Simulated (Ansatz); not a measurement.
BrH₄NSi···HF

The calculation's input:

```
crystal:
  periodic: [false, false, false]
  atoms:
    - {symbol: Si, position_ang: [-0.562787, -0.786697, -0.421951]}
    - {symbol: Br, position_ang: [1.298132, -1.686381, 0.530674]}
    - {symbol: H, position_ang: [-0.807368, -1.612834, -1.621227]}
    - {symbol: H, position_ang: [-1.593350, -0.927359, 0.624068]}
    - {symbol: N, position_ang: [-0.388530, 0.836055, -0.870849]}
    - {symbol: H, position_ang: [1.251929, 0.364057, 1.699088]}
    - {symbol: F, position_ang: [0.935698, 1.212331, 1.927031]}
    - {symbol: H, position_ang: [0.099709, 1.076199, -1.718933]}
    - {symbol: H, position_ang: [-0.233432, 1.524528, -0.147902]}
basis:
  gaussian: {orbitals: def2-TZVPP}
hamiltonian: {xc: pbe0, dispersion: d4}
output: {orbitals: {seedname: orbitals}}
```

Run with:

```sh
ansatz run in.yaml --threads 4 --pin off --events-out ev --progress --plain --max-ram 9574MiB
```

The reactant side of a reaction path; geometry: PBE0-D4/def2-TZVP.

Computed with RKS PBE0-D4/def2-TZVPP in Ansatz.

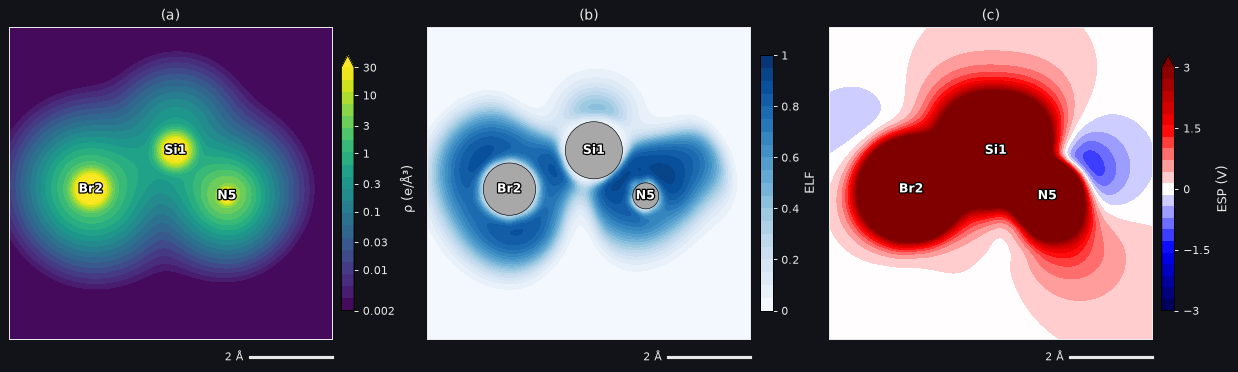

Figure 1. (a) total electron density; (b) ELF; (c) molecular electrostatic potential on the plane of atoms Br2, Si1 and N5. Grey discs cover the atomic cores in the ELF map.

What does the map show?

The section cuts through Si, Br and N sites. Si–N (1.69 Å): ρ at the midpoint is about 1.2 e/Å³; the ELF peaks at about 0.90 between the atoms, as expected for a polar covalent bond. Si–Br (2.28 Å): the density is about 0.71 e/Å³ at the midpoint, with its minimum of 0.54 e/Å³ about 0.8 Å from Si; the ELF peaks at about 0.85 between the atoms; a polar covalent bond. The ELF also peaks beside Br2 and N5, away from the bonds: lone-pair regions. Outside the dense part of the complex the potential is most negative (−1.2 V) near N5.

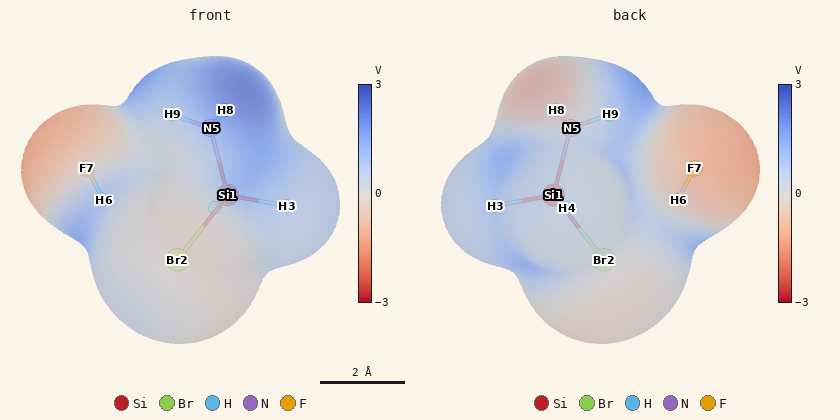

Figure 2. The molecular electrostatic potential painted on the density surface at 0.002 e/bohr³, seen from the front and from behind; the colour scale runs from red (negative) to blue (positive).

Where is the surface potential most negative and most positive?

The most negative region (about −1.1 V) lies over F7, the most positive (about +2.2 V) over H8.

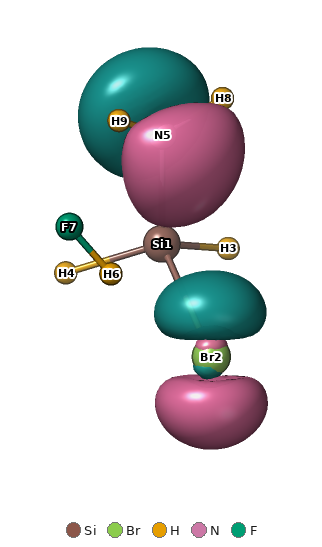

Figure 3. The HOMO at ±0.15 Å⁻³ᐟ² (teal and pink are the two phases), seen at an oblique angle.

Describe this orbital and give its energy.

It lies mainly on N5 (about 55 %), Br2 (about 25 %) and Si1 (about 10 %). Its energy is −8.17 eV.
